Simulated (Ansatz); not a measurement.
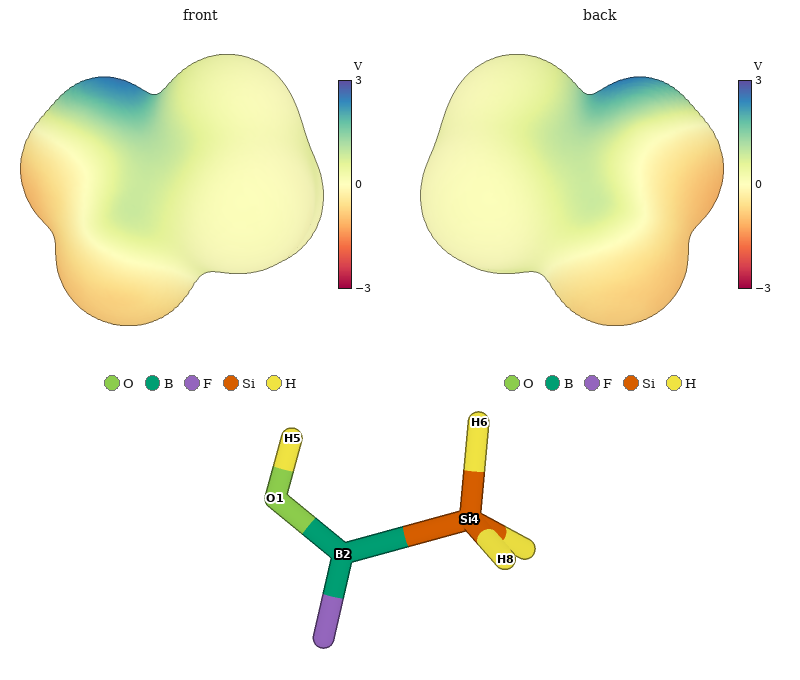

The picture shows: BFH4OSi. The molecular electrostatic potential painted on the density surface at 0.001 e/bohr³, seen from the front and from behind; the colour scale runs from red (negative) to blue (positive). The bare structure is drawn below in the same view.

Method: RKS PBE0/def2-SVP (Ansatz).

The calculation's input:

```
crystal:
  periodic: [false, false, false]
  atoms:
    - { symbol: O, position_ang: [1.6475, 0.9691, -0.3012] }
    - { symbol: B, position_ang: [0.8567, -0.2136, -0.0209] }
    - { symbol: F, position_ang: [1.5181, -1.4772, 0.007] }
    - { symbol: Si, position_ang: [-0.9723, -0.1235, 0.3263] }
    - { symbol: H, position_ang: [1.5571, 1.0957, -1.3162] }
    - { symbol: H, position_ang: [-1.2949, 0.7411, 1.4955] }
    - { symbol: H, position_ang: [-1.7089, 0.4231, -0.8404] }
    - { symbol: H, position_ang: [-0.24476, 0.12043, -0.23095] }
basis:
  gaussian: { orbitals: def2-SVP }
hamiltonian:
  xc: pbe0
relax:
  f_tol: 0.02
  max_steps: 50
output:
  orbitals: {}
```

Run with:

```sh
ansatz run input.yaml --threads 1 --pin off --max-ram 2048MiB --backend cpu --events-out ev --progress --plain --runs-dir out
```

The fields are those of the relaxed geometry.

Which sites attract a positive test charge, and which a negative one?

Answer. A positive charge is drawn to the negative regions and a negative charge to the positive ones. The most negative region (about −1.1 V) lies over O1, the most positive (about +2.5 V) over H5. O1 is the likeliest acceptor of a hydrogen bond.
